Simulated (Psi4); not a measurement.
# NH3 (ammonia) at FNO-MP4/3-21G (occ tolerance 3e-05)

Aim: the energy change on altering one bond length of NH3 (ammonia) at FNO-MP4/3-21G (occ tolerance 3e-05), from 2 runs. The job is set up through a Python script.

The results are computed with Psi4 1.11.

2 further runs of the same task are left out: 2 set aside as unsound or not needed.

## (1) The system as given

The species is NH3 (4 atoms), meant as a singlet with charge 0. SMILES: `N`. Geometry: relaxed at GFN2-xTB.

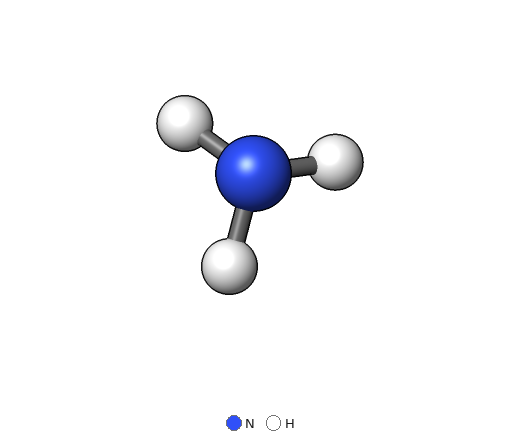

The structure, seen from a chosen angle (nitrogen blue, hydrogen white).

## (2) A single-point energy at FNO-MP4/3-21G (occ tolerance 3e-05)

Input file h3n.xyz:

```xyz
4
H3N
N     -0.068160     0.242830     0.108060
H      0.491930    -0.300470     0.753380
H     -0.891960    -0.300620    -0.118350
H      0.468190     0.358250    -0.743090
```

Input file run.py:

```python
import psi4

psi4.set_memory(1600000000)
psi4.set_num_threads(1)
psi4.set_output_file('output.dat', False)

with open('h3n.xyz') as f:
    atoms = ''.join(f.readlines()[2:])
geom = psi4.geometry('0 1\n' + atoms + '')

psi4.set_options({
    'scf_type': 'pk',
    'occ_tolerance': 3e-05,
})

E, wfn = psi4.energy("fno-mp4/3-21G", return_wfn=True)
print(f'total energy {E:.8f} hartree = {E * 27.211386:.5f} eV')
```

Command:

```bash
$ python run.py
```

output.dat:

```text
[...]
  Running in c1 symmetry.
[...]
  Nuclear repulsion =   11.945306870429269
[...]
  Multiplicity = 1
[...]
  Nalpha       = 5
  Nbeta        = 5
[...]
    Number of basis functions: 15
[...]
   @RHF iter   1:   -55.81418694408552   -4.02153e-01   2.25902e-02 DIIS/ADIIS
[...]
   @RHF iter   9:   -55.87103277198124   -1.59162e-12   9.03470e-09 DIIS
[...]
    Orbital Energies [Eh]
    ---------------------
    Doubly Occupied:
       1A    -15.443240     2A     -1.129896     3A     -0.612991
       4A     -0.612862     5A     -0.401701
[...]
  @RHF Final Energy:   -55.87103277198124
   => Energetics <=
    Nuclear Repulsion Energy =             11.9453068704292686
    One-Electron Energy =                 -99.2312981098931317
    Two-Electron Energy =                  31.4149584674826272
    Total Energy =                        -55.8710327719812412
[...]
 Multipole Moments:
 ------------------------------------------------------------------------------------
     Multipole            Electronic (a.u.)      Nuclear  (a.u.)        Total (a.u.)
 ------------------------------------------------------------------------------------
 L = 1.  Multiply by 2.5417464519 to convert [e a0] to [Debye]
 Dipole X            :         -0.0039423            0.2102521            0.2063097
 Dipole Y            :          0.0132209           -0.7490616           -0.7358407
 Dipole Z            :          0.0060566           -0.3333310           -0.3272744
 Magnitude           :                                                    0.8313445
[...]
      * MP2 total energy:                    -55.984307781188
[...]
      * MP2 total energy:                    -55.984307781188
[...]
      * MP3 total energy:                    -55.992037355175
[...]
```

Standard output:

```text
total energy -55.99753950 hartree = -1523.77066 eV
```

Run time: 3.3 s. Hardware: 1 thread of Intel Xeon Platinum 8488C (Sapphire Rapids), shared host; peak memory 0.18 GiB.

## (3) The distorted shape, same level

Input file job.py:

```python
import psi4

psi4.set_memory('1600 MB')
psi4.set_num_threads(1)
psi4.set_output_file('psi4.out', False)

m = psi4.geometry("""
0 1
N     -0.604516     0.127409     0.959219
H     -0.044426    -0.415891     1.604539
H     -1.428316    -0.416041     0.732809
H      0.468190     0.358250    -0.743090
""")

psi4.set_options({
    'scf_type': 'pk',
    'occ_tolerance': 3e-05,
})

result, w = psi4.energy('fno-mp4/3-21G', return_wfn=True)
print('E =', round(result, 9))
```

Command:

```bash
$ python job.py
```

psi4.out:

```text
[...]
  Running in c1 symmetry.
[...]
  Nuclear repulsion =    9.888309538545185
[...]
  Multiplicity = 1
[...]
  Nalpha       = 5
  Nbeta        = 5
[...]
    Number of basis functions: 15
[...]
   @RHF iter   1:   -55.50425386280530   -5.37372e-01   3.06683e-02 ADIIS/DIIS
[...]
   @RHF iter  11:   -55.67023054920556   -1.94689e-12   9.44897e-09 DIIS
[...]
    Orbital Energies [Eh]
    ---------------------
    Doubly Occupied:
       1A    -15.521156     2A     -1.107093     3A     -0.641266
       4A     -0.463903     5A     -0.359438
[...]
  @RHF Final Energy:   -55.67023054920556
   => Energetics <=
    Nuclear Repulsion Energy =              9.8883095385451849
    One-Electron Energy =                 -94.9313677269905298
    Two-Electron Energy =                  29.3728276392397909
    Total Energy =                        -55.6702305492055558
[...]
 Multipole Moments:
 ------------------------------------------------------------------------------------
     Multipole            Electronic (a.u.)      Nuclear  (a.u.)        Total (a.u.)
 ------------------------------------------------------------------------------------
 L = 1.  Multiply by 2.5417464519 to convert [e a0] to [Debye]
 Dipole X            :         -0.7001516            0.6238743           -0.0762773
 Dipole Y            :         -0.1931047           -0.6600522           -0.8531569
 Dipole Z            :          1.1109999           -0.9897202            0.1212798
 Magnitude           :                                                    0.8651033
[...]
      * MP2 total energy:                    -55.819623757738
[...]
      * MP2 total energy:                    -55.819623757738
[...]
      * MP3 total energy:                    -55.836218149805
[...]
```

Standard output:

```text
E = -55.855427856
```

Run time: 3 s. Hardware: 1 thread of Intel Xeon Platinum 8488C (Sapphire Rapids), shared host; peak memory 0.18 GiB.

## (4) Summary of results

Level: FNO-MP4/3-21G (occ tolerance 3e-05).

```
                                                         quantity         value
                                        first shape: total energy  -55.99754 Eh
                 first shape: HOMO energy (Hartree–Fock orbitals)     -10.93 eV
                 first shape: LUMO energy (Hartree–Fock orbitals)       7.32 eV
               first shape: HOMO–LUMO gap (Hartree–Fock orbitals)      18.25 eV
                                  first shape: correlation energy    -126.5 mEh
                                    distorted shape: total energy  -55.85543 Eh
             distorted shape: HOMO energy (Hartree–Fock orbitals)      -9.78 eV
             distorted shape: LUMO energy (Hartree–Fock orbitals)       1.31 eV
           distorted shape: HOMO–LUMO gap (Hartree–Fock orbitals)      11.09 eV
                              distorted shape: correlation energy    -185.2 mEh
energy change with the N1–H4 bond stretched from 1.013 to 2.025 Å      3.867 eV
```

What this shows: With the N1–H4 bond stretched from 1.013 to 2.025 Å the energy rises by 3.87 eV (373 kJ/mol). The first shape isn't relaxed at this level, so the change isn't measured from a minimum. A restricted reference can't describe the breaking bond well at this length.
